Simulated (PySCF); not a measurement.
**C8H7FSi: geometry, NMR shifts and electronic excitations**

Aim: predict the NMR shifts and electronic excitations of C8H7FSi (`FC1=Cc2ccccc2[SiH2]1`).

Computed with PySCF 2.14.0, with density-fitted response routines of our own, on a single molecule in the gas phase. Atoms are numbered from 0 throughout.

## Step 1: The molecule as given

17 atoms, charge 0, multiplicity 1; geometry from: GFN2-xTB.

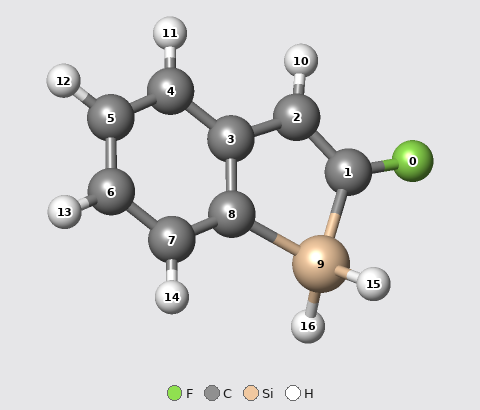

The starting geometry (fluorine green, carbon grey, silicon light orange, hydrogen white), atoms numbered.

## Step 2: Relaxing the molecule at PBE0-D3(BJ)/def2-SVP

Job settings and geometry (Å):

```
{"job": {"xc": "PBE0", "basis": "def2-SVP", "d3": "d3bj", "grid": 1, "kind": "geom"}, "charge": 0, "multiplicity": 1}
F     -3.612448     1.210403     0.265665
C     -2.372390     0.691179     0.139883
C     -1.276193     1.403683     0.416591
C     -0.022536     0.689727     0.226901
C      1.232004     1.232606     0.454435
C      2.363167     0.459081     0.239498
C      2.243990    -0.847343    -0.200214
C      0.987234    -1.394677    -0.428583
C     -0.150249    -0.641102    -0.220097
Si    -1.974688    -1.074967    -0.428929
H     -1.280084     2.428229     0.756295
H      1.327290     2.252847     0.798278
H      3.342435     0.879891     0.416241
H      3.129083    -1.444095    -0.366157
H      0.901030    -2.415923    -0.772094
H     -2.381308    -1.327119    -1.810438
H     -2.463335    -2.090388     0.502816
```

The log of the run:

```text
step   0  E = -697.42330501  max force = 0.027522
step   1  E = -697.42661204  max force = 0.005397
step   2  E = -697.42665362  max force = 0.001685
step   3  E = -697.42665393  max force = 0.002179
step   4  E = -697.42667062  max force = 0.000976
step   5  E = -697.42667235  max force = 0.000773
step   6  E = -697.42667558  max force = 0.000646
step   7  E = -697.42667870  max force = 0.000240
optimisation converged
```

Run time: 3 min. Hardware: 1 thread, shared host.

Relaxation path:

```csv
step,energy from step 0 (eV),largest force component (eV/Å)
0,0.0000,1.4152
1,-0.0900,0.2775
2,-0.0911,0.0866
3,-0.0911,0.1120
4,-0.0916,0.0502
5,-0.0916,0.0397
6,-0.0917,0.0332
7,-0.0918,0.0123
```

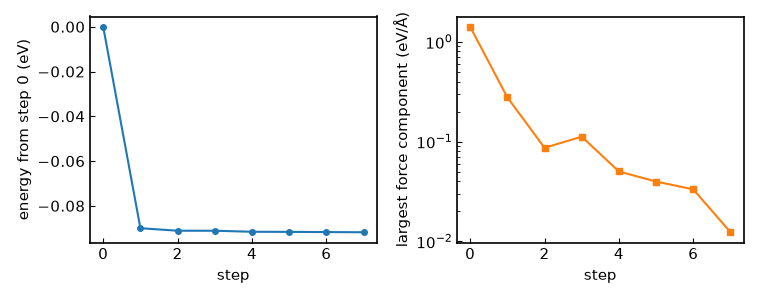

Energy and largest force along the relaxation.

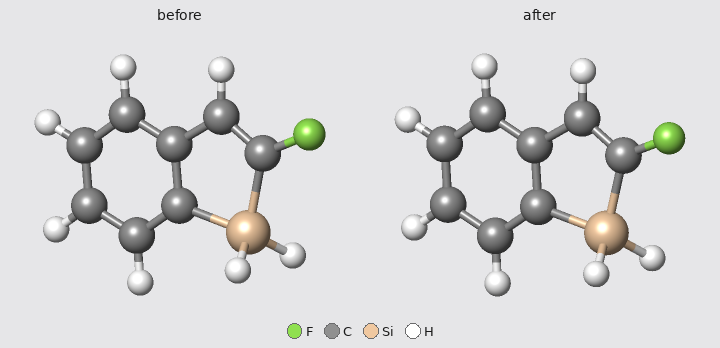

Before and after, at one scale.

Distances of close pairs at the start and the end, largest changes first:

```csv
bond,before (Å),after (Å),change (Å)
Si9–H15,1.462,1.492,+0.030
Si9–H16,1.462,1.493,+0.030
F0–C1,1.350,1.330,-0.020
C2–C3,1.455,1.472,+0.017
C2–H10,1.079,1.094,+0.015
C7–H14,1.081,1.094,+0.013
C5–H12,1.080,1.093,+0.012
C4–H11,1.081,1.093,+0.012
```

The final coordinates are the input of the step that follows.

```csv
at the end point,value
point group (found at 0.08 Å tolerance),Cs
"rotational constants (GHz, main isotopes)","2.670, 0.826, 0.635"
dipole moment (D),1.55
```

## Step 3: Shielding tensors: PBE0/pcSseg-1

Job settings and geometry (Å):

```
{"job": {"kind": "nmr", "xc": "PBE0", "basis": "pcSseg-1"}, "charge": 0, "multiplicity": 1}
F     -2.721371     1.146214     0.236931
C     -1.489845     0.651378     0.147056
C     -0.387854     1.366093     0.439317
C      0.891899     0.657781     0.276356
C      2.142721     1.225217     0.524222
C      3.298383     0.465229     0.331762
C      3.215606    -0.854870    -0.104986
C      1.964520    -1.430441    -0.353130
C      0.803887    -0.688010    -0.166597
Si    -1.012818    -1.097432    -0.389028
H     -0.424246     2.406717     0.774859
H      2.216204     2.260829     0.866325
H      4.276391     0.912560     0.525565
H      4.125771    -1.440402    -0.253705
H      1.908963    -2.467696    -0.695236
H     -1.422452    -1.416009    -1.788289
H     -1.537562    -2.152872     0.526611
```

With the program's defaults for keys left out, this is: GIAO PBE0/pcSseg-1 NMR shielding, non-relativistic, gas phase.

The log of the run:

```text
coarse grid: 15744 points
cycle   1  E = -697.6168301857  dE =  1.675e+00  |g| = 4.999e-01  |ddm| = 4.242e+00
cycle   2  E = -697.5867570979  dE =  3.007e-02  |g| = 6.379e-01  |ddm| = 1.172e+00
cycle   3  E = -697.6699594765  dE = -8.320e-02  |g| = 9.531e-02  |ddm| = 6.160e-01
cycle   4  E = -697.6719456950  dE = -1.986e-03  |g| = 4.540e-02  |ddm| = 1.346e-01
cycle   5  E = -697.6724162898  dE = -4.706e-04  |g| = 1.279e-02  |ddm| = 4.781e-02
cycle   6  E = -697.6724466883  dE = -3.040e-05  |g| = 4.763e-03  |ddm| = 1.659e-02
cycle   7  E = -697.6724523425  dE = -5.654e-06  |g| = 1.239e-03  |ddm| = 6.537e-03
final grid: 150800 points
cycle   8  E = -697.7369822048  dE = -3.009e-05  |g| = 7.234e-03  |ddm| = 4.685e-02
cycle   9  E = -697.7369714831  dE =  1.072e-05  |g| = 9.861e-03  |ddm| = 2.063e-02
cycle  10  E = -697.7369956893  dE = -2.421e-05  |g| = 1.977e-03  |ddm| = 1.255e-02
cycle  11  E = -697.7369966063  dE = -9.170e-07  |g| = 3.292e-04  |ddm| = 2.125e-03
cycle  12  E = -697.7369966305  dE = -2.421e-08  |g| = 1.267e-04  |ddm| = 3.794e-04
cycle  13  E = -697.7369966336  dE = -3.114e-09  |g| = 2.749e-05  |ddm| = 1.225e-04
cycle  14  E = -697.7369966338  dE = -1.457e-10  |g| = 9.446e-06  |ddm| = 3.809e-05
converged SCF energy = -697.7369966338

GIAO shielding tensors (ppm)
atom      isotropic    diamagn.    paramagn.     s11        s22        s33       span
  0 F      296.991     472.314    -175.323    182.096    245.383    463.495    281.399
  1 C        2.534     258.193    -255.658    -90.273     38.542     59.334    149.607
  2 C       48.944     253.232    -204.288    -56.980     78.668    125.146    182.126
  3 C       31.753     258.473    -226.720    -73.756     14.020    154.995    228.751
  4 C       54.710     248.483    -193.773    -47.231     43.464    167.896    215.127
  5 C       47.480     254.257    -206.777    -63.867     32.019    174.287    238.154
  6 C       52.525     253.439    -200.914    -57.275     40.411    174.439    231.714
  7 C       44.946     251.045    -206.099    -68.504     30.339    173.002    241.506
  8 C       54.384     259.201    -204.817    -35.079     23.773    174.458    209.537
  9 Si     406.834     881.637    -474.803    365.653    394.774    460.076     94.423
 10 H       24.489      31.895      -7.406     22.459     22.770     28.238      5.780
 11 H       24.034      31.073      -7.039     20.486     23.950     27.667      7.181
 12 H       23.847      27.788      -3.941     20.770     24.291     26.479      5.709
 13 H       24.036      28.148      -4.111     21.011     24.475     26.623      5.613
 14 H       23.740      30.296      -6.556     19.889     23.526     27.804      7.915
 15 H       26.430      28.374      -1.945     23.206     24.638     31.445      8.240
 16 H       26.420      28.350      -1.930     23.224     24.618     31.417      8.193
```

Run time: 56 s. Hardware: 1 thread, shared host.

Shifts follow as δ = σ(reference) − σ, with reference shieldings (ppm) from runs at the same level and on the same kind of geometry: ¹H TMS 31.27, ¹³C TMS 184.4, ²⁹Si TMS 352.0, ¹⁹F CFCl3 177.2. The references are single molecules in the gas phase, so shifts against H2O, NH3, PH3, H3PO4 or CFCl3 are not on the usual liquid scales and can be off by tens of ppm. Atoms listed in one row are averaged.

```csv
atoms,environment,σ (ppm),δ (ppm),δ scaled to CDCl3
C1,fully substituted alkene carbon,2.5,181.9,176.1
C3,substituted aromatic carbon,31.8,152.7,147.7
C7,aromatic CH,44.9,139.5,134.9
C5,aromatic CH,47.5,136.9,132.5
C2,alkene CH,48.9,135.5,131.0
C6,aromatic CH,52.5,131.9,127.6
C8,substituted aromatic carbon,54.4,130.0,125.7
C4,aromatic CH,54.7,129.7,125.4
H14,hydrogen on an aromatic CH,23.74,7.53,7.35
H12,hydrogen on an aromatic CH,23.85,7.42,7.25
H11,hydrogen on an aromatic CH,24.03,7.23,7.07
H13,hydrogen on an aromatic CH,24.04,7.23,7.07
H10,hydrogen on an alkene CH,24.49,6.78,6.64
"H15, H16","hydrogen on a silicon bonded to 2 C, in a 5-membered ring",26.42,4.84,–
F0,vinylic fluorine,297.0,-119.7,–
Si9,"silicon bonded to 2 C, 2 H, in a 5-membered ring",406.8,-54.8,–
```

The scaled column applies a straight-line fit of computed shieldings to shifts measured in CDCl3, and one for carbons that bear F (root-mean-square error 0.21 ppm for H, 2.0 ppm for C).

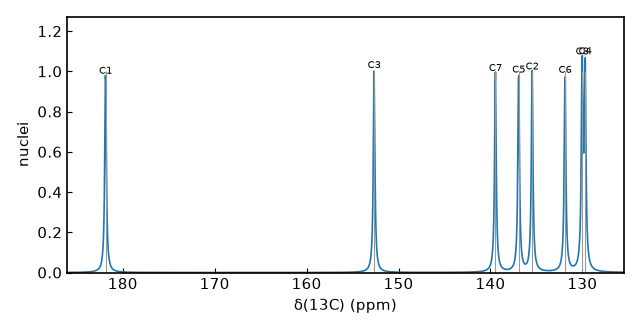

¹³C lines at the computed shifts, without couplings. Lines are broadened to a width of 0.21 ppm (Lorentzian).

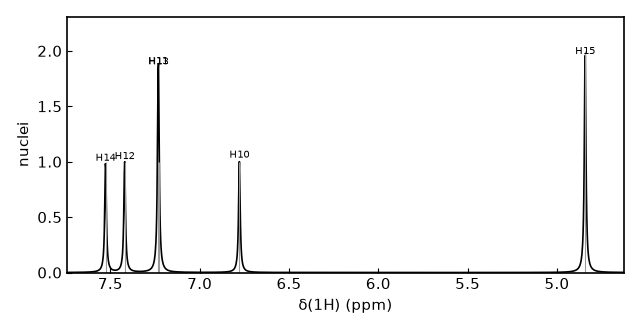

¹H lines at the computed shifts, without couplings. Lines are broadened to a width of 0.01 ppm (Lorentzian).

The run also stored atomic charges by several schemes (e):

```csv
atoms,Mulliken,IAO,Hirshfeld,ESP fit
F0,-0.26,-0.25,-0.08,-0.15
C1,0.05,0.02,-0.01,0.12
C2,-0.09,-0.20,-0.07,-0.41
C3,-0.19,0.01,0.00,0.22
C4,-0.01,-0.16,-0.05,-0.23
C5,-0.08,-0.14,-0.04,-0.11
C6,-0.07,-0.16,-0.05,-0.17
C7,-0.06,-0.13,-0.04,-0.17
C8,-0.32,-0.29,-0.10,-0.16
Si9,0.72,0.73,0.33,0.37
```

IAO charges:

F0 -0.25; C1 0.02; C2 -0.20; C3 0.01; C4 -0.16; C5 -0.14; C6 -0.16; C7 -0.13; C8 -0.29; Si9 0.73; H10 0.16; H11 0.15; H12 0.15; H13 0.15; H14 0.15; H15 -0.10; H16 -0.10

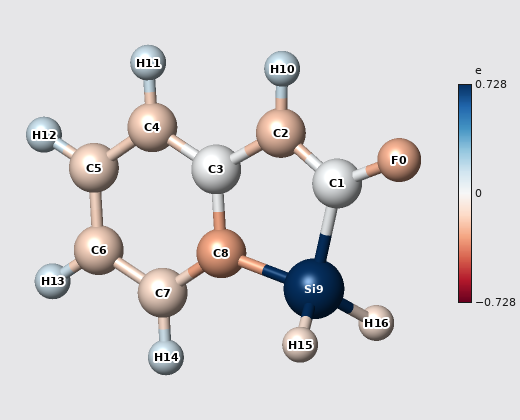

IAO charges, as colours on the atoms.

Mayer bond orders: F0–C1 0.91, C1–C2 1.73, C2–C3 1.06, C3–C4 1.38, C4–C5 1.42, C5–C6 1.44, C6–C7 1.41, C7–C8 1.45, C8–Si9 0.87, Si9–C1 0.89, C8–C3 1.35.

## Step 4: Excited states and response: CAM-B3LYP/def2-SVPD

Same as in step 3 but for these lines:

```diff
@@ -1,2 +1,2 @@
-{"job": {"kind": "nmr", "xc": "PBE0", "basis": "pcSseg-1"}, "charge": 0, "multiplicity": 1}
+{"job": {"kind": "uv", "xc": "CAM-B3LYP", "basis": "def2-SVPD", "ip": true}, "charge": 0, "multiplicity": 1}
 F     -2.721371     1.146214     0.236931
```

With the program's defaults for keys left out, this is: TDDFT CAM-B3LYP/def2-SVPD, vertical, gas phase, core orbitals frozen in the response.

The log of the run:

```text
coarse grid: 15744 points
cycle   1  E = -697.6431495736  dE =  1.877e+00  |g| = 4.754e-01  |ddm| = 1.615e+01
cycle   2  E = -697.6505451532  dE = -7.396e-03  |g| = 5.049e-01  |ddm| = 3.067e+00
cycle   3  E = -697.6977201026  dE = -4.717e-02  |g| = 6.541e-02  |ddm| = 1.109e+00
cycle   4  E = -697.6985496547  dE = -8.296e-04  |g| = 2.794e-02  |ddm| = 2.908e-01
cycle   5  E = -697.6987382346  dE = -1.886e-04  |g| = 7.392e-03  |ddm| = 1.271e-01
cycle   6  E = -697.6987512145  dE = -1.298e-05  |g| = 2.798e-03  |ddm| = 3.078e-02
cycle   7  E = -697.6987534313  dE = -2.217e-06  |g| = 6.813e-04  |ddm| = 9.602e-03
final grid: 150800 points
cycle   8  E = -697.8124637321  dE = -3.346e-05  |g| = 3.285e-03  |ddm| = 2.019e-01
cycle   9  E = -697.8124639463  dE = -2.142e-07  |g| = 3.450e-03  |ddm| = 2.683e-02
cycle  10  E = -697.8124664839  dE = -2.538e-06  |g| = 4.365e-04  |ddm| = 1.011e-02
cycle  11  E = -697.8124665141  dE = -3.020e-08  |g| = 1.623e-04  |ddm| = 1.194e-03
cycle  12  E = -697.8124665201  dE = -5.923e-09  |g| = 4.459e-05  |ddm| = 7.356e-04
cycle  13  E = -697.8124665206  dE = -5.234e-10  |g| = 1.445e-05  |ddm| = 1.820e-04
converged SCF energy = -697.8124665206

Static polarisability (au): isotropic 116.720, principal 70.992 120.769 158.399

Singlet excitations
state   eV       nm        f      main configurations
  1   4.3155    287.3   0.06800   H->L 0.93
  2   4.9795    249.0   0.01656   H-1->L 0.47, H->L+1 0.45
  3   6.0434    205.2   0.00090   H->L+2 0.84, H->L+3 0.09
  4   6.0535    204.8   0.65379   H-1->L 0.48, H->L+1 0.47
  5   6.0840    203.8   0.00159   H-3->L 0.94
  6   6.3250    196.0   0.10769   H-1->L+1 0.71, H->L+5 0.14, H-2->L 0.09
  7   6.3460    195.4   0.00261   H->L+3 0.78, H->L+2 0.08
  8   6.7619    183.4   0.00190   H->L+5 0.49, H-2->L 0.48
  9   6.8134    182.0   0.01103   H-4->L 0.82
 10   6.9846    177.5   0.00012   H-1->L+2 0.56, H->L+4 0.32

Triplet excitations (Tamm-Dancoff, eV): 2.9503 4.1740 4.2922 4.7105
Vertical ionisation energy (delta-SCF) = 8.3094 eV
Vertical electron affinity (delta-SCF) = -0.1123 eV
```

It took 8.1 min on 1 thread, shared host.

The orbitals next to the gap, with their largest atomic shares:

```csv
orbital,eV,atoms
HOMO−3,-10.21,"C8 22 %, Si9 18 %, C1 11 %"
HOMO−2,-10.11,"C2 21 %, C6 14 %, C3 12 %"
HOMO−1,-8.75,"C4 20 %, C7 20 %, C8 20 %"
HOMO,-7.72,"C1 17 %, C2 15 %, C6 14 %"
LUMO,-0.45,"C1 15 %, C2 13 %, C3 12 %"
LUMO+1,0.49,"C7 21 %, C4 20 %, C5 11 %"
LUMO+2,1.04,"Si9 29 %, H14 10 %, H16 10 %"
```

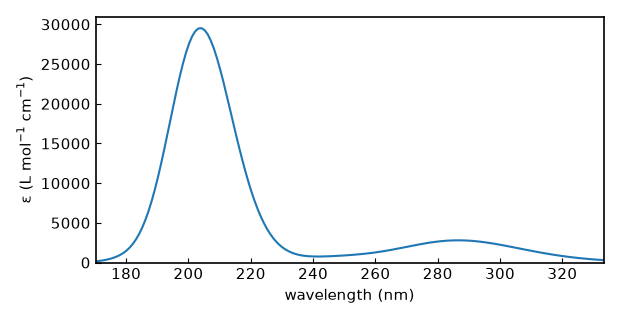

Absorption spectrum: each of the 10 states is a Gaussian band of 0.4 eV half-width at 1/e. Beyond the last state computed it falls off for lack of states.

Further results of this job:

```csv
property,computed
dipole moment (D),1.77
polarisability (Å³),17.30
HOMO–LUMO gap (eV),7.27
−ε(HOMO) (eV),7.72
```

## Step 5: NMR shieldings: mPW1PW91/pcSseg-1

Same as in step 4 but for these lines:

```diff
@@ -1,2 +1,2 @@
-{"job": {"kind": "uv", "xc": "CAM-B3LYP", "basis": "def2-SVPD", "ip": true}, "charge": 0, "multiplicity": 1}
+{"job": {"kind": "nmr", "xc": "mPW1PW91", "basis": "pcSseg-1", "pop": false}, "charge": 0, "multiplicity": 1}
 F     -2.721371     1.146214     0.236931
```

Level: GIAO mPW1PW91/pcSseg-1 NMR shielding, non-relativistic, gas phase.

The log of the run:

```text
coarse grid: 15744 points
cycle   1  E = -698.1137029111  dE =  1.673e+00  |g| = 5.102e-01  |ddm| = 4.242e+00
cycle   2  E = -698.0834633605  dE =  3.024e-02  |g| = 6.509e-01  |ddm| = 1.163e+00
cycle   3  E = -698.1686923142  dE = -8.523e-02  |g| = 9.455e-02  |ddm| = 6.172e-01
cycle   4  E = -698.1706215277  dE = -1.929e-03  |g| = 4.533e-02  |ddm| = 1.328e-01
cycle   5  E = -698.1710953958  dE = -4.739e-04  |g| = 1.295e-02  |ddm| = 4.834e-02
cycle   6  E = -698.1711268844  dE = -3.149e-05  |g| = 4.739e-03  |ddm| = 1.647e-02
cycle   7  E = -698.1711324779  dE = -5.593e-06  |g| = 1.207e-03  |ddm| = 6.461e-03
final grid: 150800 points
cycle   8  E = -698.2362028018  dE = -2.946e-05  |g| = 5.070e-03  |ddm| = 4.682e-02
cycle   9  E = -698.2361964266  dE =  6.375e-06  |g| = 7.157e-03  |ddm| = 1.522e-02
cycle  10  E = -698.2362095627  dE = -1.314e-05  |g| = 1.408e-03  |ddm| = 9.112e-03
cycle  11  E = -698.2362100521  dE = -4.894e-07  |g| = 2.041e-04  |ddm| = 1.501e-03
cycle  12  E = -698.2362100605  dE = -8.420e-09  |g| = 1.056e-04  |ddm| = 2.580e-04
cycle  13  E = -698.2362100627  dE = -2.206e-09  |g| = 2.253e-05  |ddm| = 9.594e-05
cycle  14  E = -698.2362100628  dE = -1.007e-10  |g| = 8.790e-06  |ddm| = 3.107e-05
converged SCF energy = -698.2362100628

GIAO shielding tensors (ppm)
atom      isotropic    diamagn.    paramagn.     s11        s22        s33       span
  0 F      298.060     472.575    -174.515    183.914    246.728    463.537    279.623
  1 C        1.710     258.377    -256.667    -91.479     37.812     58.796    150.276
  2 C       48.054     253.053    -204.999    -58.292     77.676    124.779    183.071
  3 C       30.859     258.613    -227.755    -74.879     13.117    154.338    229.217
  4 C       53.833     248.294    -194.461    -48.298     42.587    167.211    215.510
  5 C       46.566     254.040    -207.474    -64.933     31.179    173.452    238.385
  6 C       51.629     253.181    -201.553    -58.293     39.569    173.610    231.904
  7 C       44.040     250.900    -206.861    -69.661     29.575    172.205    241.866
  8 C       53.522     259.357    -205.834    -36.062     22.597    174.033    210.095
  9 Si     404.790     881.642    -476.853    364.208    392.750    457.411     93.203
 10 H       24.553      31.948      -7.394     22.534     22.824     28.301      5.768
 11 H       24.103      31.118      -7.015     20.561     24.010     27.739      7.178
 12 H       23.915      27.823      -3.908     20.848     24.344     26.553      5.705
 13 H       24.105      28.182      -4.077     21.085     24.533     26.697      5.612
 14 H       23.808      30.346      -6.538     19.977     23.582     27.866      7.889
 15 H       26.514      28.455      -1.940     23.297     24.727     31.520      8.223
 16 H       26.505      28.430      -1.925     23.315     24.707     31.492      8.177
```

Wall time 49 s (1 thread, shared host).

This run: δ C1 181.8, C3 152.7, C7 139.5, C5 137.0, H14 7.51, H12 7.40 ppm.

## Step 6: Run by run: NMR shifts

Shifts (ppm) of some atoms, chosen among heavy atoms and hydrogens apart, means over like atoms, with basis size and wall time:

```csv
run,C1,C7,C5,H11,H15,F0,Si9,functions,time
PBE0/pcSseg-1,181.9,139.5,136.9,7.23,4.84,-119.7,-54.8,212,56 s
mPW1PW91/pcSseg-1,181.8,139.5,137.0,7.21,4.81,-120.2,-54.0,212,49 s
```

## Step 7: Outcome

```
                                                              quantity                                                       value
                                                           point group                                                          Cs
                                  rotational constants (main isotopes)                                        2.67, 0.83, 0.64 GHz
                                ¹³C shifts against TMS (PBE0/pcSseg-1)  181.9, 152.7, 139.5, 136.9, 135.5, 131.9, 130.0, 129.7 ppm
¹H shifts against TMS (PBE0/pcSseg-1, means over atoms taken as alike)                      7.53, 7.42, 7.23, 7.23, 6.78, 4.84 ppm
                              ¹⁹F shifts against CFCl3 (PBE0/pcSseg-1)                                                  -119.7 ppm
                               ²⁹Si shifts against TMS (PBE0/pcSseg-1)                                                   -54.8 ppm
                                  lowest singlet (CAM-B3LYP/def2-SVPD)                                 4.32 eV (287 nm), f = 0.068
                              brightest single state of those computed                                 state 4, 6.05 eV, f = 0.654
                                                        lowest triplet                                                     2.95 eV
                                     vertical ionisation energy (ΔSCF)                                                     8.31 eV
                                     vertical electron affinity (ΔSCF)            -0.11 eV (unbound: the value hangs on the basis)
                                             range of the shift of Si9                                          -54.8 to -54.0 ppm
```

The optimisation took 7 steps and gained 0.092 eV; among the close pairs (by a distance rule), Si9–H15 changed most, from 1.462 to 1.492 Å. No frequency check was run at this level, so the end point may be a saddle. At PBE0/pcSseg-1: The widest tensor belongs to F0: span 281 ppm, with a paramagnetic part of -175 ppm. The lowest singlet, at 4.32 eV, is HOMO→LUMO 0.93 and is bright; of the 10 states computed, the strongest absorption comes from state 4 at 6.05 eV. The lowest triplet lies 1.37 eV below the lowest singlet (triplets in Tamm-Dancoff, singlets in full TDDFT). ΔSCF puts the ionisation energy at 8.31 eV, 0.59 eV above −ε(HOMO). In ppm, Si9 moves most: its shift spreads over 0.9 ppm, from -54.8 (PBE0/pcSseg-1) to -54.0 (mPW1PW91/pcSseg-1).
